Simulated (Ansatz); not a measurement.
**C₃H₆FNO: relaxing the structure**

What shape does C₃H₆FNO take? The plan is to relax it.

Program: Ansatz 0.2.0, Gaussian basis. Level of theory: RKS PBE0-D4/def2-TZVP. These are calculated values, not measurements.

The runs, in order: relaxation at PBE-D4/def2-SVP; relaxation at PBE0-D4/def2-TZVP.

**1. The system as given**

SMILES `CC(F)C(=N)O`, 12 atoms, charge 0, spin multiplicity 1.

Atoms are counted from 1 here; the program's logs count them from 0.

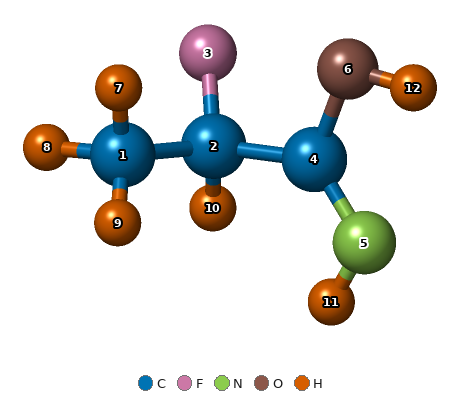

The starting geometry (carbon blue, fluorine pink, nitrogen green, oxygen brown, hydrogen orange); atoms are numbered from 1 in the order of the file.

Coordinates:

```xyz
12
charge 0, multiplicity 1
C    -0.7798    0.8001   -0.8893
C     0.3407    0.6694    0.0434
F     0.2197    1.6245    1.0052
C     0.4340   -0.7158    0.6034
N     1.0250   -1.7412    0.1412
O    -0.4177   -0.9343    1.6659
H    -1.7508    0.7194   -0.3660
H    -0.7898    1.8713   -1.3314
H    -0.7901    0.1356   -1.6770
H     1.2884    0.8493   -0.4619
H     1.5732   -1.4602   -0.6350
H    -0.2760   -1.8732    1.9354
```

The start is a force-field geometry with small random shifts, so a cheaper pass at PBE-D4/def2-SVP comes first.

**2. Geometry optimisation, PBE-D4/def2-SVP (cheap first pass)**

Input file in.yaml:

```yaml
crystal:
  periodic: [false, false, false]
  atoms:
    - {symbol: C, position_ang: [-0.779800, 0.800100, -0.889300]}
    - {symbol: C, position_ang: [0.340700, 0.669400, 0.043400]}
    - {symbol: F, position_ang: [0.219700, 1.624500, 1.005200]}
    - {symbol: C, position_ang: [0.434000, -0.715800, 0.603400]}
    - {symbol: N, position_ang: [1.025000, -1.741200, 0.141200]}
    - {symbol: O, position_ang: [-0.417700, -0.934300, 1.665900]}
    - {symbol: H, position_ang: [-1.750800, 0.719400, -0.366000]}
    - {symbol: H, position_ang: [-0.789800, 1.871300, -1.331400]}
    - {symbol: H, position_ang: [-0.790100, 0.135600, -1.677000]}
    - {symbol: H, position_ang: [1.288400, 0.849300, -0.461900]}
    - {symbol: H, position_ang: [1.573200, -1.460200, -0.635000]}
    - {symbol: H, position_ang: [-0.276000, -1.873200, 1.935400]}
basis:
  gaussian: {orbitals: def2-SVP}
hamiltonian: {xc: pbe, dispersion: d4}
relax: {f_tol: 0.03, max_steps: 200}
```

Started as:

```
$ ansatz run in.yaml --threads 4 --pin off --events-out ev --progress --plain --max-ram 10444MiB
```

What it wrote (excerpt; [...] marks lines left out):

```text
Functional definition: PBE
  name "PBE"
  cite "Perdew, Burke & Ernzerhof, Phys. Rev. Lett. 77, 3865 (1996) doi:10.1103/PhysRevLett.77.3865"
  parent pbe
[...]
1285 factors; their error is unknown
[...]
mean field -9444.39090479 eV, -347.0749641129 hartree, gradient 2.4e-5 eV, S^2 0.000000; 0 other end points of the search recorded, 0 dependent functions left out
[...]
reference -9444.39093518 eV, -347.0749652296 hartree; 24, 24 occupied and 90, 90 virtual orbitals, 1285 factors
relax step   1: F+E_penalty+E_count = -9444.61086637 eV  Δ(F+E_penalty+E_count) = +0.000e0 eV  max|allowed force component| = 3.695e0 eV/Å  Δτ_max = 0.0000 Å  (31 SCF iters, accepted)
[...]
relax step   4: F+E_penalty+E_count = -9444.99826408 eV  Δ(F+E_penalty+E_count) = -3.943e-3 eV  max|allowed force component| = 1.491e-1 eV/Å  Δτ_max = 0.1054 Å  (31 SCF iters, accepted)
[...]
relax step   7: F+E_penalty+E_count = -9445.00609083 eV  Δ(F+E_penalty+E_count) = -1.441e-3 eV  max|allowed force component| = 8.605e-2 eV/Å  Δτ_max = 0.0540 Å  (31 SCF iters, accepted)
[...]
relax step  10: F+E_penalty+E_count = -9445.01001094 eV  Δ(F+E_penalty+E_count) = -1.421e-3 eV  max|allowed force component| = 6.907e-2 eV/Å  Δτ_max = 0.0686 Å  (31 SCF iters, accepted)
[...]
relax step  13: F+E_penalty+E_count = -9445.01056610 eV  Δ(F+E_penalty+E_count) = -2.535e-4 eV  max|allowed force component| = 4.830e-2 eV/Å  Δτ_max = 0.0273 Å  (32 SCF iters, accepted)
[...]
1285 factors; their error is unknown
[...]
mean field -9444.79302034 eV, -347.0897415868 hartree, gradient 2.3e-5 eV, S^2 0.000000; 1 other end points of the search recorded, 0 dependent functions left out
[...]
reference -9444.79305116 eV, -347.0897427196 hartree; 24, 24 occupied and 90, 90 virtual orbitals, 1285 factors
Total energy: -9445.01069422 eV, -347.0977409545 hartree
Atom 0 at    -0.895974     0.877734    -0.842512 Å, force    -0.001467     0.001912    -0.000329 eV/Å
Atom 1 at     0.374748     0.630606    -0.044673 Å, force    -0.000067    -0.002585    -0.002596 eV/Å
Atom 2 at     0.464045     1.576892     0.974980 Å, force     0.001124     0.004066     0.003593 eV/Å
Atom 3 at     0.410263    -0.764352     0.568300 Å, force    -0.002898    -0.012773     0.008359 eV/Å
Atom 4 at     1.220489    -1.719648     0.307006 Å, force    -0.003033     0.013160     0.002043 eV/Å
Atom 5 at    -0.586495    -0.939510     1.463353 Å, force     0.009170    -0.000214    -0.010985 eV/Å
Atom 6 at    -1.777357     0.750343    -0.185112 Å, force     0.000436    -0.000290    -0.000517 eV/Å
Atom 7 at    -0.892099     1.908164    -1.247908 Å, force    -0.000069    -0.000950     0.000648 eV/Å
Atom 8 at    -0.974363     0.163034    -1.685709 Å, force     0.000227    -0.000086    -0.000459 eV/Å
Atom 9 at     1.276118     0.740599    -0.689420 Å, force    -0.000959     0.000006     0.000494 eV/Å
Atom 10 at     1.930039    -1.421448    -0.377830 Å, force     0.000706    -0.003746    -0.003073 eV/Å
Atom 11 at    -0.472615    -1.857515     1.793423 Å, force    -0.003170     0.001501     0.002822 eV/Å
Dipole moment:    -0.046480    -0.030155    -0.338660 e Å
```

It took 21 s on 4 threads of Arm Neoverse V1, shared host.

Step by step:

| step | energy from step 1 (eV) | largest force component (eV/Å) |
| --- | --- | --- |
| 1 | 0.0000 | 3.6949 |
| 2 | -0.3348 | 1.2769 |
| 3 | -0.3835 | 0.3889 |
| 4 | -0.3874 | 0.1491 |
| 5 | -0.3929 | 0.0939 |
| 6 | -0.3938 | 0.0472 |
| 7 | -0.3952 | 0.0860 |
| 8 | -0.3967 | 0.1644 |
| 9 | -0.3977 | 0.1200 |
| 10 | -0.3991 | 0.0691 |
| 11 | -0.3994 | 0.0687 |
| 12 | -0.3994 | 0.1139 |
| 13 | -0.3997 | 0.0483 |
| 14 | -0.3997 | 0.0326 |
| 15 | -0.3998 | 0.0132 |

Close pairs (by a distance rule), those that changed most:

| bond | before (Å) | after (Å) | change (Å) |
| --- | --- | --- | --- |
| C1–H9 | 1.031 | 1.108 | +0.078 |
| C1–C2 | 1.464 | 1.521 | +0.057 |
| C1–H8 | 1.159 | 1.107 | -0.052 |
| N5–H11 | 0.991 | 1.030 | +0.039 |
| C2–F3 | 1.361 | 1.394 | +0.033 |
| C4–O6 | 1.379 | 1.351 | -0.028 |
| C2–C4 | 1.497 | 1.524 | +0.027 |
| C2–H10 | 1.089 | 1.114 | +0.025 |

**3. Relaxation at PBE0-D4/def2-TZVP**

Input file in.yaml:

```yaml
crystal:
  periodic: [false, false, false]
  atoms:
    - {symbol: C, position_ang: [-0.895974, 0.877734, -0.842512]}
    - {symbol: C, position_ang: [0.374748, 0.630606, -0.044673]}
    - {symbol: F, position_ang: [0.464045, 1.576892, 0.974980]}
    - {symbol: C, position_ang: [0.410263, -0.764352, 0.568300]}
    - {symbol: N, position_ang: [1.220489, -1.719648, 0.307006]}
    - {symbol: O, position_ang: [-0.586495, -0.939510, 1.463353]}
    - {symbol: H, position_ang: [-1.777357, 0.750343, -0.185112]}
    - {symbol: H, position_ang: [-0.892099, 1.908164, -1.247908]}
    - {symbol: H, position_ang: [-0.974363, 0.163034, -1.685709]}
    - {symbol: H, position_ang: [1.276118, 0.740599, -0.689420]}
    - {symbol: H, position_ang: [1.930039, -1.421448, -0.377830]}
    - {symbol: H, position_ang: [-0.472615, -1.857515, 1.793423]}
basis:
  gaussian: {orbitals: def2-TZVP}
hamiltonian: {xc: pbe0, dispersion: d4}
relax: {f_tol: 0.005, max_steps: 150}
```

The command is unchanged.

What it wrote (excerpt; [...] marks lines left out):

```text
Functional definition: PBE0
  name "PBE0"
  cite "Adamo & Barone, J. Chem. Phys. 110, 6158 (1999) doi:10.1063/1.478522"
  cite "Perdew, Burke & Ernzerhof, Phys. Rev. Lett. 77, 3865 (1996) doi:10.1103/PhysRevLett.77.3865"
  parent pbe
[...]
1266 factors; their error is unknown
[...]
mean field -9456.13827922 eV, -347.5066721607 hartree, gradient 2.7e-5 eV, S^2 0.000000; 0 other end points of the search recorded, 0 dependent functions left out
[...]
reference -9456.13830683 eV, -347.5066731754 hartree; 24, 24 occupied and 198, 198 virtual orbitals, 1266 factors
relax step   1: F+E_penalty+E_count = -9456.32034528 eV  Δ(F+E_penalty+E_count) = +0.000e0 eV  max|allowed force component| = 1.113e0 eV/Å  Δτ_max = 0.0000 Å  (30 SCF iters, accepted)
[...]
Atom 2 at     0.427520     1.566094     0.988374 Å, force     0.000063    -0.001128    -0.000639 eV/Å
Atom 3 at     0.405276    -0.756946     0.571757 Å, force     0.002308     0.000066     0.003934 eV/Å
Atom 4 at     1.181364    -1.701751     0.258843 Å, force     0.000174     0.001355    -0.002200 eV/Å
Atom 5 at    -0.548469    -0.930498     1.493374 Å, force     0.000089    -0.002981    -0.000301 eV/Å
Atom 6 at    -1.762968     0.742616    -0.220660 Å, force    -0.000172     0.000061    -0.000248 eV/Å
Atom 7 at    -0.863442     1.872898    -1.257368 Å, force    -0.000062     0.000118     0.000154 eV/Å
Atom 8 at    -0.928091     0.148620    -1.670301 Å, force     0.000215     0.000210     0.000069 eV/Å
Atom 9 at     1.269079     0.758815    -0.636790 Å, force     0.000216    -0.000450    -0.000324 eV/Å
Atom 10 at     1.860225    -1.410012    -0.436958 Å, force    -0.000354    -0.001138     0.000407 eV/Å
Atom 11 at    -0.454883    -1.836902     1.817408 Å, force    -0.001185     0.002072    -0.000099 eV/Å
Dipole moment:    -0.057978    -0.004749    -0.379726 e Å
```

It took 42 s on 4 threads of Arm Neoverse V1, shared host; peak memory 0.59 GiB.

Relaxation path:

| step | energy from step 1 (eV) | largest force component (eV/Å) |
| --- | --- | --- |
| 1 | 0.0000 | 1.1127 |
| 2 | -0.0498 | 0.3271 |
| 3 | -0.0549 | 0.0921 |
| 4 | -0.0553 | 0.0437 |
| 5 | -0.0555 | 0.0124 |
| 6 | -0.0555 | 0.0264 |
| 7 | -0.0556 | 0.0308 |
| 8 | -0.0557 | 0.0156 |
| 9 | -0.0558 | 0.0093 |
| 10 | -0.0558 | 0.0055 |
| 11 | -0.0558 | 0.0039 |

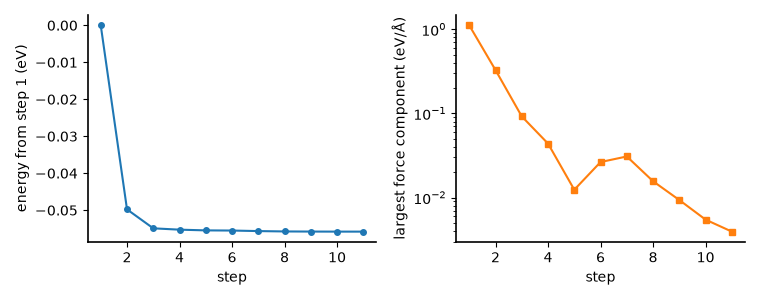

Energy and largest force along the relaxation.

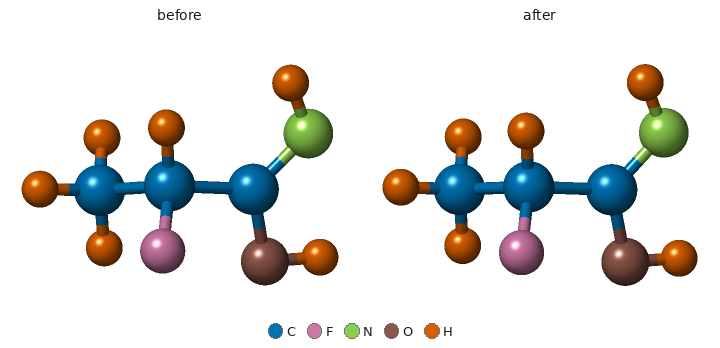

Before and after, at one scale.

Close pairs (by a distance rule), those that changed most:

| bond | before (Å) | after (Å) | change (Å) |
| --- | --- | --- | --- |
| C2–H10 | 1.114 | 1.094 | -0.019 |
| C4–N5 | 1.280 | 1.262 | -0.017 |
| C1–H7 | 1.107 | 1.090 | -0.017 |
| C1–H8 | 1.107 | 1.091 | -0.016 |
| C1–H9 | 1.108 | 1.092 | -0.016 |
| N5–H11 | 1.030 | 1.015 | -0.015 |
| O6–H12 | 0.982 | 0.967 | -0.015 |
| C4–O6 | 1.351 | 1.338 | -0.013 |

Mulliken charges of the relaxed molecule (report file):

| atom | value (e) |
| --- | --- |
| C1 | -0.36 |
| C2 | 0.12 |
| F3 | -0.21 |
| C4 | 0.14 |
| N5 | -0.34 |
| O6 | -0.37 |
| H7 | 0.15 |
| H8 | 0.14 |
| H9 | 0.12 |
| H10 | 0.08 |
| H11 | 0.21 |
| H12 | 0.33 |

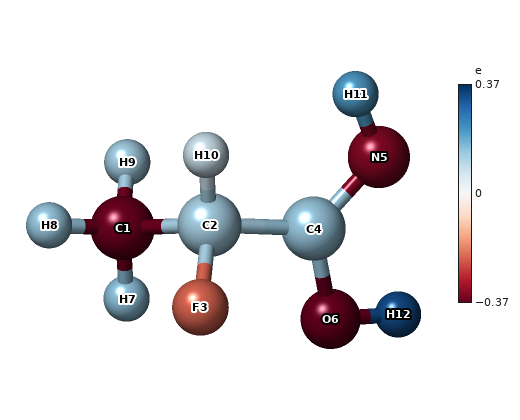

Mulliken charges of the relaxed molecule (report file), as colours on the atoms.

**4. What came out**

| quantity | value |
| --- | --- |
| point group | C1 |
| steps | 15 + 11 |
| shift from the start (rms) | 0.188 Å |
| total energy | -9456.3762 eV |
| dispersion term | -183 meV |
| dipole moment | 1.85 D |

The relaxed geometry lies 0.19 Å (rms) from the start; the bond that changed most is C1–H8, from 1.159 to 1.091 Å. No vibrations were run, so it is not proven to be a minimum. The largest Mulliken charge, -0.37 e, sits on O6.
